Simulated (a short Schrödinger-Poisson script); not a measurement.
System: symmetric double-gate stack, Si3N4 on p-type Ge(111), at 77 K.

```csv
layer,material,thickness (nm),Na (cm⁻³)
1,Si3N4,3.2,-
2,Ge,3,3e15
3,Si3N4,3.2,-
```

Constants are typed, rounded textbook-type inputs, not results; the design itself was drawn at random and stands for no fabricated device. Si3N4: permittivity 7.5, conduction-band edge (eV) 1.9, gap (eV) 5.1, electron mass (mₑ) 0.5. Ge: permittivity 16, conduction-band edge (eV) 0, gap (eV) 0.664, Nv at 300 K (cm⁻³) 6e18.

Channel valleys (confinement mass, in-plane density-of-states mass, number): L1 1.59, 0.08, 1; L3 0.09, 0.34, 3. At the gates, both at one voltage, the conduction-band edge of layer 1 lies 2.24 eV − eVg above the Fermi level of the channel. Gaps are held at their typed values at every temperature. Mesh 0.03 nm at interfaces.

Solved with a short Schrödinger-Poisson script written for these runs: 1D Poisson equation in equilibrium, electrons quantum, Hartree (BenDaniel-Duke, 12 states a valley, the channel's in-plane mass for all, wave functions free to enter the dielectric), parabolic valleys, classical holes, full ionisation, no traps, pinning or gate leakage.

Only gate voltages with over 1e8 electrons/cm² are shown.

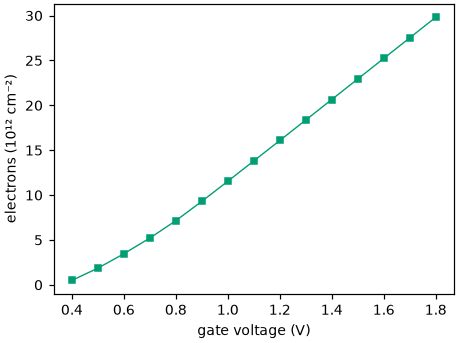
Sheet density against gate voltage

| Vg (V) | electrons (cm⁻²) | C (μF/cm²) | L1 E0 (meV) | L1 E1 (meV) | L3 E0 (meV) | L3 E1 (meV) |
|---|---|---|---|---|---|---|
| 0.4 | 4.98e11 | 2.09 | -14.2 | 57.7 | 127.8 | 743.6 |
| 0.5 | 1.86e12 | 2.27 | -55.1 | 15.3 | 85.8 | 699.2 |
| 0.6 | 3.47e12 | 2.77 | -86.1 | -17.1 | 53.6 | 664.6 |
| 0.7 | 5.22e12 | 2.87 | -111.2 | -43.6 | 27.3 | 635.9 |
| 0.8 | 7.15e12 | 3.33 | -129.1 | -63.1 | 8.1 | 614.1 |
| 0.9 | 9.31e12 | 3.55 | -137.3 | -73.0 | -1.4 | 601.6 |
| 1 | 1.15e13 | 3.61 | -142.4 | -79.9 | -7.9 | 592.1 |
| 1.1 | 1.38e13 | 3.64 | -146.6 | -85.7 | -13.4 | 583.7 |
| 1.2 | 1.61e13 | 3.65 | -150.3 | -91.2 | -18.4 | 575.6 |
| 1.3 | 1.84e13 | 3.66 | -153.9 | -96.5 | -23.3 | 567.8 |
| 1.4 | 2.07e13 | 3.66 | -157.4 | -101.7 | -28.0 | 560.0 |
| 1.5 | 2.29e13 | 3.67 | -160.9 | -106.8 | -32.7 | 552.3 |
| 1.6 | 2.52e13 | 3.67 | -164.4 | -111.9 | -37.4 | 544.7 |
| 1.7 | 2.75e13 | 3.67 | -167.9 | -117.0 | -42.0 | 537.2 |
| 1.8 | 2.98e13 | 3.68 | -171.3 | -122.1 | -46.5 | - |

Subbands count from the Fermi level; a dash marks a level above the dielectric's band edge. The capacitance is that of both gates.

Only the L valleys are kept; under strong confinement the Δ valleys of Ge fill too.
